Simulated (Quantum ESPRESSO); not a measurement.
# K3HO (Pm-3m): modes at Γ and the response to a field, part 3 of 6

Which modes does K3HO (Pm-3m) have at the zone centre?

Quantum ESPRESSO 7.5; DFT LDA, scalar-relativistic, plane waves, PseudoDojo norm-conserving pseudopotentials.

So far. Step 2 (A probe with smearing): A gap of 1.5 eV opens on this mesh, so the crystal is taken as an insulator; the start stands at -2.8 GPa. Step 5 (Ground state): The cell stands at -0.01 GPa, close enough for phonons. The relaxed cell has a = 4.997 Å (conventional setting).

The structure was built from a prototype and need not be the compound's stable phase.

## 6. Zone-centre response

At q = 0 one unit cell holds all displacements; symmetry groups them into irreducible representations that are solved one by one. The response to a field gives ε∞ and the Born charges, which polar modes need.

Contents of ph.in:

```
phonons
&INPUTPH
  prefix = 'x'
  outdir = './tmp'
  fildyn = 'g.dyn'
  tr2_ph = 1.0d-18
  epsil  = .true.
/
0.000000000000 0.000000000000 0.000000000000
```

On the command line:

```
OMP_NUM_THREADS=1 mpirun -n 4 ph.x -nk 4 -in ph.in > ph.out
```

The program printed:

```text
[banners, grids, parts of the stress and lines that vanish by symmetry left out]
[banner, memory and clock lines left out]
Program PHONON v.7.5

     ./tmp/x.save/

     IMPORTANT: XC functional enforced from input :
     Exchange-correlation= PW
                           (   1   4   0   0   0   0   0)
     Any further DFT definition will be discarded
     Please, verify this is what you really want

     G-vector sticks info

     Check: negative core charge=   -0.000002
     Reading collected, re-writing distributed wavefunctions in ./tmp/

     Number and degeneracy of irreps per q-point
       N         xq(1)         xq(2)         xq(3)   N irreps
       1   0.000000000   0.000000000   0.000000000       5
        3   3   3   3   3

     Calculation of q =    0.0000000   0.0000000   0.0000000

     phonons

     bravais-lattice index     =            1
     lattice parameter (alat)  =       9.4431  a.u.
     unit-cell volume          =     842.0681 (a.u.)^3
     number of atoms/cell      =            5
     number of atomic types    =            3
     kinetic-energy cut-off    =      72.0000  Ry
     charge density cut-off    =     288.0000  Ry
     convergence threshold     =      1.0E-18
     beta                      =       0.7000
     number of iterations used =            4
     Exchange-correlation= PW
                           (   1   4   0   0   0   0   0)

     celldm(1)=    9.44313  celldm(2)=    0.00000  celldm(3)=    0.00000
     celldm(4)=    0.00000  celldm(5)=    0.00000  celldm(6)=    0.00000

     crystal axes: (cart. coord. in units of alat)
               a(1) = (  1.0000  0.0000  0.0000 )
               a(2) = (  0.0000  1.0000  0.0000 )
               a(3) = (  0.0000  0.0000  1.0000 )

     reciprocal axes: (cart. coord. in units 2 pi/alat)
               b(1) = (  1.0000  0.0000  0.0000 )
               b(2) = (  0.0000  1.0000  0.0000 )
               b(3) = (  0.0000  0.0000  1.0000 )

     Atoms inside the unit cell:

     Cartesian axes

     site n.  atom      mass           positions (alat units)
        1  H       1.0080   tau(    1) = (    0.00000    0.00000    0.00000  )
        2  O      15.9990   tau(    2) = (    0.50000    0.50000    0.50000  )
        3  K      39.0983   tau(    3) = (    0.50000    0.50000    0.00000  )
        4  K      39.0983   tau(    4) = (    0.50000    0.00000    0.50000  )
        5  K      39.0983   tau(    5) = (    0.00000    0.50000    0.50000  )

     Computing dynamical matrix for
                    q = (   0.0000000   0.0000000   0.0000000 )

     49 Sym.Ops. (with q -> -q+G )

     G cutoff =  650.5254  (  69599 G-vectors)     FFT grid: ( 54, 54, 54)
     number of k points=    10
                       cart. coord. in units 2pi/alat
        k(    1) = (   0.0000000   0.0000000   0.0000000), wk =   0.0312500
        k(    2) = (   0.0000000   0.0000000   0.2500000), wk =   0.1875000
        k(    3) = (   0.0000000   0.0000000  -0.5000000), wk =   0.0937500
        [... further k-points left out ...]

     PseudoPot. # 1 for H  read from file:
     ./pseudo/H.upf
     Pseudo is Norm-conserving, Zval =  1.0

     PseudoPot. # 2 for O  read from file:
     ./pseudo/O.upf
     Pseudo is Norm-conserving + core correction, Zval =  6.0

     PseudoPot. # 3 for K  read from file:
     ./pseudo/K.upf
     Pseudo is Norm-conserving + core correction, Zval =  9.0

     Mode symmetry, O_h (m-3m)  point group:

     Electric field:
     Dielectric constant
     Born effective charges as d Force / d E

     Atomic displacements:
     There are    5 irreducible representations

     Representation     1      3 modes -  To be done

     Representation     2      3 modes -  To be done

     Representation     3      3 modes -  To be done

     Representation     4      3 modes -  To be done

     Representation     5      3 modes -  To be done

     Alpha used in Ewald sum =   2.7000

     Electric Fields Calculation

      iter #   1   av.it.:   6.8
      thresh= 1.000E-02 alpha_mix =  0.700 |ddv_scf|^2 =  3.136E-08

      [... iterations left out ...]
      iter #   9   av.it.:  12.8
      thresh= 2.762E-10 alpha_mix =  0.700 |ddv_scf|^2 =  5.268E-19

     End of electric fields calculation

          Dielectric constant in cartesian axis

          (       3.117162229       0.000000000       0.000000000 )
          (       0.000000000       3.117162229       0.000000000 )
          (       0.000000000       0.000000000       3.117162229 )

          Effective charges (d Force / dE) in cartesian axis without acoustic sum rule applied (asr)

           atom    1  H     Mean Z*:       -1.08239
      Ex  (       -1.08239        0.00000        0.00000 )
      Ey  (        0.00000       -1.08239        0.00000 )
      Ez  (        0.00000        0.00000       -1.08239 )
           atom    2  O     Mean Z*:       -2.28532
      Ex  (       -2.28532        0.00000        0.00000 )
      Ey  (        0.00000       -2.28532        0.00000 )
      Ez  (        0.00000        0.00000       -2.28532 )
           atom    3  K     Mean Z*:        1.11435
      Ex  (        1.05234        0.00000        0.00000 )
      Ey  (        0.00000        1.05234        0.00000 )
      Ez  (        0.00000        0.00000        1.23836 )
           atom    4  K     Mean Z*:        1.11435
      Ex  (        1.05234        0.00000        0.00000 )
      Ey  (        0.00000        1.23836        0.00000 )
      Ez  (        0.00000        0.00000        1.05234 )
           atom    5  K     Mean Z*:        1.11435
      Ex  (        1.23836        0.00000        0.00000 )
      Ey  (        0.00000        1.05234        0.00000 )
      Ez  (        0.00000        0.00000        1.05234 )

          Effective charges Sum: Mean:       -0.02467
             -0.02467        0.00000        0.00000
              0.00000       -0.02467        0.00000
              0.00000        0.00000       -0.02467

          Effective charges (d Force / dE) in cartesian axis with asr applied:
           atom    1  H     Mean Z*:       -1.07746
      E*x (       -1.07746        0.00000        0.00000 )
      E*y (        0.00000       -1.07746        0.00000 )
      E*z (        0.00000        0.00000       -1.07746 )
           atom    2  O     Mean Z*:       -2.28038
      E*x (       -2.28038        0.00000        0.00000 )
      E*y (        0.00000       -2.28038        0.00000 )
      E*z (        0.00000        0.00000       -2.28038 )
           atom    3  K     Mean Z*:        1.11928
      E*x (        1.05728        0.00000        0.00000 )
      E*y (        0.00000        1.05728        0.00000 )
      E*z (        0.00000        0.00000        1.24329 )
           atom    4  K     Mean Z*:        1.11928
      E*x (        1.05728        0.00000        0.00000 )
      E*y (        0.00000        1.24329        0.00000 )
      E*z (        0.00000        0.00000        1.05728 )
           atom    5  K     Mean Z*:        1.11928
      E*x (        1.24329        0.00000        0.00000 )
      E*y (        0.00000        1.05728        0.00000 )
      E*z (        0.00000        0.00000        1.05728 )

     Representation #   1 modes #   1   2   3

     Self-consistent Calculation

      iter #   1   av.it.:   6.8
      thresh= 1.000E-02 alpha_mix =  0.700 |ddv_scf|^2 =  2.174E-07

      [... iterations left out ...]
      iter #   8   av.it.:  13.5
      thresh= 3.800E-10 alpha_mix =  0.700 |ddv_scf|^2 =  4.791E-19

     End of self-consistent calculation

     Convergence has been achieved

     Representation #   2 modes #   4   5   6

     Self-consistent Calculation

      iter #   1   av.it.:   6.0
      thresh= 1.000E-02 alpha_mix =  0.700 |ddv_scf|^2 =  1.910E-07

      [... iterations left out ...]
      iter #   9   av.it.:  12.9
      thresh= 1.056E-10 alpha_mix =  0.700 |ddv_scf|^2 =  2.612E-20

     End of self-consistent calculation

     Convergence has been achieved

     Representation #   3 modes #   7   8   9

     Self-consistent Calculation

      iter #   1   av.it.:   2.0
      thresh= 1.000E-02 alpha_mix =  0.700 |ddv_scf|^2 =  1.496E-09

      [... iterations left out ...]
      iter #   8   av.it.:  13.1
      thresh= 1.730E-10 alpha_mix =  0.700 |ddv_scf|^2 =  2.565E-19

     End of self-consistent calculation

     Convergence has been achieved

     Representation #   4 modes #  10  11  12

     Self-consistent Calculation

      iter #   1   av.it.:   7.3
      thresh= 1.000E-02 alpha_mix =  0.700 |ddv_scf|^2 =  3.984E-07

      [... iterations left out ...]
      iter #   8   av.it.:  13.2
      thresh= 5.113E-10 alpha_mix =  0.700 |ddv_scf|^2 =  3.136E-19

     End of self-consistent calculation

     Convergence has been achieved

     Representation #   5 modes #  13  14  15

     Self-consistent Calculation

      iter #   1   av.it.:   6.6
      thresh= 1.000E-02 alpha_mix =  0.700 |ddv_scf|^2 =  1.376E-07

      [... iterations left out ...]
      iter #   7   av.it.:  13.0
      thresh= 2.101E-10 alpha_mix =  0.700 |ddv_scf|^2 =  1.332E-20

     End of self-consistent calculation

     Convergence has been achieved

     Number of q in the star =    1
     List of q in the star:
          1   0.000000000   0.000000000   0.000000000

          Dielectric constant in cartesian axis

          (       3.117162229       0.000000000       0.000000000 )
          (       0.000000000       3.117162229       0.000000000 )
          (       0.000000000       0.000000000       3.117162229 )

          Effective charges (d Force / dE) in cartesian axis without acoustic sum rule applied (asr)

           atom    1  H     Mean Z*:       -1.08239
      Ex  (       -1.08239        0.00000        0.00000 )
      Ey  (        0.00000       -1.08239        0.00000 )
      Ez  (        0.00000        0.00000       -1.08239 )
           atom    2  O     Mean Z*:       -2.28532
      Ex  (       -2.28532        0.00000        0.00000 )
      Ey  (        0.00000       -2.28532        0.00000 )
      Ez  (        0.00000        0.00000       -2.28532 )
           atom    3  K     Mean Z*:        1.11435
      Ex  (        1.05234        0.00000        0.00000 )
      Ey  (        0.00000        1.05234        0.00000 )
      Ez  (        0.00000        0.00000        1.23836 )
           atom    4  K     Mean Z*:        1.11435
      Ex  (        1.05234        0.00000        0.00000 )
      Ey  (        0.00000        1.23836        0.00000 )
      Ez  (        0.00000        0.00000        1.05234 )
           atom    5  K     Mean Z*:        1.11435
      Ex  (        1.23836        0.00000        0.00000 )
      Ey  (        0.00000        1.05234        0.00000 )
      Ez  (        0.00000        0.00000        1.05234 )

          Effective charges Sum: Mean:       -0.02467
             -0.02467        0.00000        0.00000
              0.00000       -0.02467        0.00000
              0.00000        0.00000       -0.02467

          Effective charges (d Force / dE) in cartesian axis with asr applied:
           atom    1  H     Mean Z*:       -1.07746
      E*x (       -1.07746        0.00000        0.00000 )
      E*y (        0.00000       -1.07746        0.00000 )
      E*z (        0.00000        0.00000       -1.07746 )
           atom    2  O     Mean Z*:       -2.28038
      E*x (       -2.28038        0.00000        0.00000 )
      E*y (        0.00000       -2.28038        0.00000 )
      E*z (        0.00000        0.00000       -2.28038 )
           atom    3  K     Mean Z*:        1.11928
      E*x (        1.05728        0.00000        0.00000 )
      E*y (        0.00000        1.05728        0.00000 )
      E*z (        0.00000        0.00000        1.24329 )
           atom    4  K     Mean Z*:        1.11928
      E*x (        1.05728        0.00000        0.00000 )
      E*y (        0.00000        1.24329        0.00000 )
      E*z (        0.00000        0.00000        1.05728 )
           atom    5  K     Mean Z*:        1.11928
      E*x (        1.24329        0.00000        0.00000 )
      E*y (        0.00000        1.05728        0.00000 )
      E*z (        0.00000        0.00000        1.05728 )

     Diagonalizing the dynamical matrix

     q = (    0.000000000   0.000000000   0.000000000 )

 **************************************************************************
     freq (    1) =      -4.980710 [THz] =    -166.138613 [cm-1]
     freq (    2) =      -4.980710 [THz] =    -166.138613 [cm-1]
     freq (    3) =      -4.980710 [THz] =    -166.138613 [cm-1]
     freq (    4) =      -1.029541 [THz] =     -34.341786 [cm-1]
     freq (    5) =      -1.029541 [THz] =     -34.341786 [cm-1]
     freq (    6) =      -1.029541 [THz] =     -34.341786 [cm-1]
     freq (    7) =      -0.086881 [THz] =      -2.898028 [cm-1]
     freq (    8) =      -0.086881 [THz] =      -2.898028 [cm-1]
     freq (    9) =      -0.086881 [THz] =      -2.898028 [cm-1]
     freq (   10) =       6.146717 [THz] =     205.032396 [cm-1]
     freq (   11) =       6.146717 [THz] =     205.032396 [cm-1]
     freq (   12) =       6.146717 [THz] =     205.032396 [cm-1]
     freq (   13) =       8.816657 [THz] =     294.092034 [cm-1]
     freq (   14) =       8.816657 [THz] =     294.092034 [cm-1]
     freq (   15) =       8.816657 [THz] =     294.092034 [cm-1]
 **************************************************************************

     Mode symmetry, O_h (m-3m)  point group:

     freq (   1-   3) =       -166.1  [cm-1]   --> T_1u G_15  G_4- I
     freq (   4-   6) =        -34.3  [cm-1]   --> T_2u G_25  G_5-
     freq (   7-   9) =         -2.9  [cm-1]   --> T_1u G_15  G_4- I
     freq (  10-  12) =        205.0  [cm-1]   --> T_1u G_15  G_4- I
     freq (  13-  15) =        294.1  [cm-1]   --> T_1u G_15  G_4- I
```

Elapsed: 8.7 min, on 4 MPI ranks of Arm Neoverse V1, shared host.

This step gave:

| Property | Result |
| --- | --- |
| miss of the charge sum rule | 0.02467 e |
| largest acoustic frequency at the zone centre before the sum rule | -2.9 cm⁻¹ |
| highest optical zone-centre mode (no LO-TO term) | 294.1 cm⁻¹ |
| lowest optical zone-centre mode | -166.1 cm⁻¹ |
| mean high-frequency dielectric constant | 3.117 |
| largest Born charge in size (third of the trace) | 2.285 e |

Born charge (rows field, columns displacement), before the sum rule (e), principal values of the symmetric part by kind of site:

```tsv
atom	atoms with these values	low	middle	high	mean
H1	1	-1.08	-1.08	-1.08	-1.08
O2	1	-2.29	-2.29	-2.29	-2.29
K3	3	1.05	1.05	1.24	1.11
```

In full for K3:

```
1.05 0.00 0.00
0.00 1.05 0.00
0.00 0.00 1.24
```

High-frequency dielectric tensor:

```
3.12 0.00 0.00
0.00 3.12 0.00
0.00 0.00 3.12
```

The acoustic modes at Γ come out as far as 2.9 cm⁻¹ from zero, where they should vanish, a small numerical error; the Born charges miss their sum rule by 0.025 e, which is fair. The lowest optical mode is imaginary, 166i cm⁻¹, an instability at this level and on this k mesh.

## 7. Modes with the sum rule

A rigid shift of the crystal must cost nothing, but grids and finite bases break this; the acoustic sum rule is imposed before the matrix is diagonalised again. With Born charges the intensities follow; a static dielectric tensor has no meaning with imaginary modes.

Contents of dynmat.in:

```
&INPUT
  fildyn = 'g.dyn'
  asr    = 'simple'
  fileig = 'dynmat.eig'
  lperm  = .true.
/
```

On the command line:

```
dynmat.x -in dynmat.in > dynmat.out
```

The program printed:

```text
[banner, memory and clock lines left out]
Program DYNMAT v.7.5

     Reading Dynamical Matrix from file g.dyn
     ...Force constants read
     ...epsilon and Z* read
     A direction for q was not specified:TO-LO splitting will be absent

     Polarizability (A^3 units)
     multiply by 0.586262 for Clausius-Mossotti correction
        21.023010    0.000000    0.000000
         0.000000   21.023010    0.000000
         0.000000    0.000000   21.023010

     IR activities are in (D/A)^2/amu units

# mode   [cm-1]    [THz]      IR
    1   -166.35   -4.9872   26.1125
    2   -166.35   -4.9872   26.1125
    3   -166.35   -4.9872   26.1125
    4    -34.34   -1.0296    0.0000
    5    -34.34   -1.0296    0.0000
    6    -34.34   -1.0296    0.0000
    7     -0.00   -0.0000    0.0000
    8     -0.00   -0.0000    0.0000
    9      0.00    0.0000    0.0000
   10    204.93    6.1436    5.5367
   11    204.93    6.1436    5.5367
   12    204.93    6.1436    5.5367
   13    294.12    8.8175    4.6519
   14    294.12    8.8175    4.6519
   15    294.12    8.8175    4.6519

Electronic dielectric permittivity tensor (relative, adimensional)
         3.117162    0.000000    0.000000
         0.000000    3.117162    0.000000
         0.000000    0.000000    3.117162

 ... with zone-center polar mode contributions
         6.289728   -0.000000   -0.000000
        -0.000000    6.289728    0.000000
        -0.000000    0.000000    6.289728

[end of the log left out, with the tail of the file of modes that dynmat.x writes under the same name]
```

Run time: 0.45 s. Hardware: 1 thread.

Numbers from this step:

```
lowest optical zone-centre mode : -166.3 cm⁻¹
```

Unit eigenvectors of the mass-weighted matrix after the sum rule; no LO-TO term. Modes at Γ, with each element's share of the kinetic energy (negative means imaginary):

```tsv
mode	frequency (cm⁻¹)	H %	O %	K %
1	-166.4	59	12	30
2	-166.4	59	12	30
3	-166.4	59	12	30
4	-34.3	0	0	100
5	-34.3	0	0	100
6	-34.3	0	0	100
7	0.0	1	12	87
8	0.0	1	12	87
9	0.0	1	12	87
10	204.9	40	10	50
11	204.9	40	10	50
12	204.9	40	10	50
13	294.1	1	66	33
14	294.1	1	66	33
15	294.1	1	66	33
```

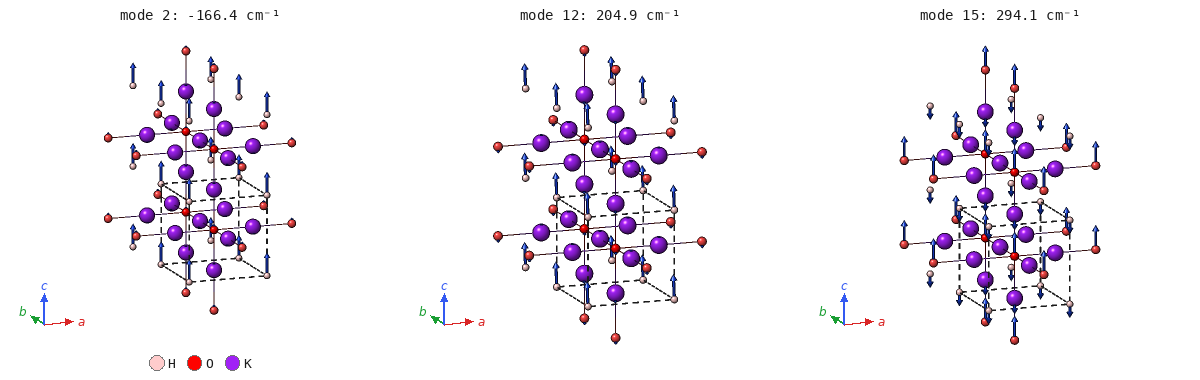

Displacement patterns of modes 2, 12 and 15 at Γ; arrows are exaggerated. 1×2×2 cells are drawn. Some periodic images of atoms are drawn too.

Degenerate modes summed, no LO-TO term; imaginary modes left out. Infrared lines, with heights relative to the strongest:

```tsv
position (cm⁻¹)	lines merged	IR intensity, relative
205	3	100
294	3	84
```

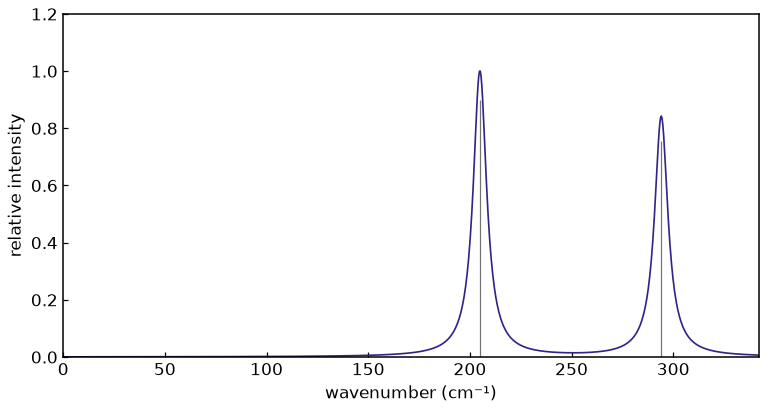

The infrared spectrum, broadened with Lorentzians of width 8 cm⁻¹; bars mark the lines.

The rule moves no optical mode by more than 0.3 cm⁻¹.

## 8. The LO-TO splitting (1 0 0)

A longitudinal polar mode sets up a macroscopic field that stiffens it; the term hangs on the direction from which q goes to zero.

Contents of dynmat.in:

```
&INPUT
  fildyn = 'g.dyn'
  asr    = 'simple'
  fileig = 'dynmat.eig'
  q(1)   = 1.0
  q(2)   = 0.0
  q(3)   = 0.0
/
```

On the command line:

```
dynmat.x -in dynmat.in > dynmat.out
```

The program printed:

```text
[banner, memory and clock lines left out]
Program DYNMAT v.7.5

     Reading Dynamical Matrix from file g.dyn
     ...Force constants read
     ...epsilon and Z* read

     Polarizability (A^3 units)
     multiply by 0.586262 for Clausius-Mossotti correction
        21.023010    0.000000    0.000000
         0.000000   21.023010    0.000000
         0.000000    0.000000   21.023010

     IR activities are in (D/A)^2/amu units

# mode   [cm-1]    [THz]      IR
    1   -166.35   -4.9872   26.1125
    2   -166.35   -4.9872   26.1125
    3    -34.34   -1.0296    0.0000
    4    -34.34   -1.0296    0.0000
    5    -34.34   -1.0296    0.0000
    6      0.00    0.0000    0.0000
    7      0.00    0.0000    0.0000
    8      0.00    0.0000    0.0000
    9    147.57    4.4240    1.3130
   10    204.93    6.1436    5.5367
   11    204.93    6.1436    5.5367
   12    264.63    7.9336    1.2355
   13    294.12    8.8175    4.6519
   14    294.12    8.8175    4.6519
   15    456.15   13.6750   33.7527

[end of the log left out, with the tail of the file of modes that dynmat.x writes under the same name]
```

Elapsed: 0.45 s, on 1 thread.

This step gave:

- highest mode moved by the LO-TO term: 456.1 cm⁻¹

Zone-centre frequencies as printed; negative means imaginary. Modes:

```tsv
mode	frequency (cm⁻¹)
1	-166.3
2	-166.3
3	-34.34
4	-34.34
5	-34.34
6	0
7	0
8	0
9	147.6
10	204.9
11	204.9
12	264.6
13	294.1
14	294.1
15	456.1
```

The field moves 3 modes; the highest of them now lies at 456 cm⁻¹, where the highest that moved away lay at 294.

(Part 3 of 6 ends here.)

[Host names and launcher messages were left out of these logs when they were recorded.]

[Logs are printed without paths, hosts, clocks, repeated set-up lines and the standing remarks that a program may print on its own settings, such as how far it seeks lower states.]

[Hosts, paths, dates, database ids (printed as entryN), source tags and the programs' standing remarks are cut or masked in the printed files.]
